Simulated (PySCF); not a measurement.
# C4H7AlO2 (SMILES C=[CH][Al]1[O]CC[O]1): what the fields show

```csv
atom,x (Å),y (Å),z (Å)
C,3.0137,-0.4949,-0.7383
C,2.2452,-0.8561,0.2828
Al,0.3825,-0.2735,0.3574
O,-0.5095,0.7054,-0.7182
C,-1.8300,0.8693,-0.2739
C,-2.0478,0.1182,1.0917
O,-0.8743,-0.5483,1.4763
H,4.0503,-0.7950,-0.8270
H,2.6334,0.1229,-1.5375
H,2.6595,-1.4786,1.0710
H,-2.0339,1.9371,-0.1464
H,-2.5130,0.4684,-1.0296
H,-2.8566,-0.6124,0.9888
H,-2.3201,0.8371,1.8712
```

Geometry: GFN2-xTB.

Method: PBE0/pcSseg-1, SCF density, gas phase, non-relativistic (PySCF 2.14.0).

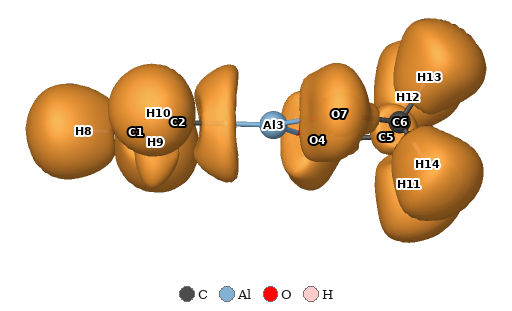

Figure 1. Isosurface of the ELF at 0.75 (orange), seen from one side. Only the valence region is drawn (cores and ρ < 0.01 e/Å³ removed).

### Identify the bonds, lone pairs and shells in this picture.

At this value the surface marks out one region between bonded Al–C atoms (shared pairs), two regions between bonded C–C atoms (shared pairs), seven regions around hydrogen nuclei and two regions on O in which the atom's valence shell and bonds are merged. Along the contacts the grid gives the following. C–C (1.33 Å): the ELF peaks at about 0.90 between the atoms: a multiple bond. C–O (1.40 Å): the ELF peaks at about 0.85 between the atoms: a polar covalent bond.

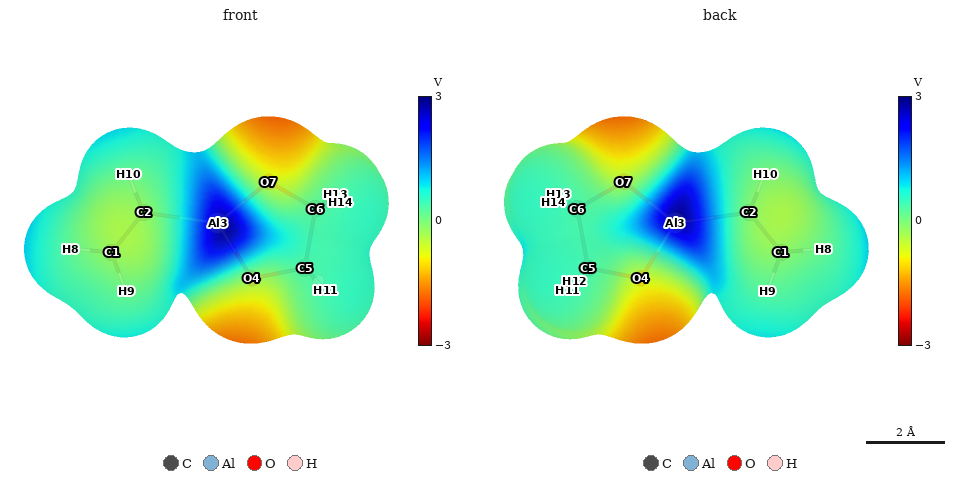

Figure 2. The electrostatic potential painted on the density surface at 0.002 e/bohr³, seen from the front and from behind; red is negative and blue positive.

### Describe the electrostatic potential map.

The most negative region (about −1.7 V, or −39 kcal/mol for a unit charge) lies over O4 and O7, the most positive (about +2.8 V, or +65 kcal/mol for a unit charge) over Al3.

### What dipole moment does the calculation give?

Its dipole moment is 0.86 D.

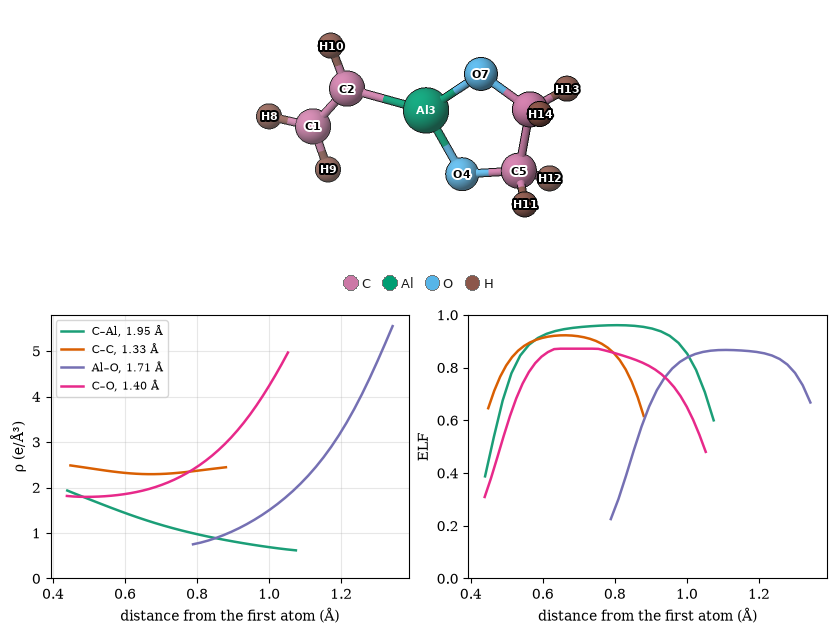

Figure 3. Total electron density and electron localisation function along straight lines between neighbouring atoms. The curves leave out the atomic cores. The structure is drawn too.

### Compare the contacts.

C–Al (1.95 Å): ρ is about 0.72 e/Å³ halfway; the ELF peaks at about 0.95 between the atoms (a polar covalent bond).
C–C (1.33 Å): ρ is about 2.3 e/Å³ halfway; the ELF peaks at about 0.90 between the atoms; a multiple bond.
Al–O (1.71 Å): the density is about 0.89 e/Å³ at the midpoint; the ELF peaks at about 0.85 in the valence shell of O, 0.6 Å from its nucleus, and is about 0.50 at the midpoint.
C–O (1.40 Å): the density is about 2.1 e/Å³ at the midpoint, with its minimum of 1.8 e/Å³ about 0.5 Å from C; the ELF peaks at about 0.85 between the atoms (a polar covalent bond).
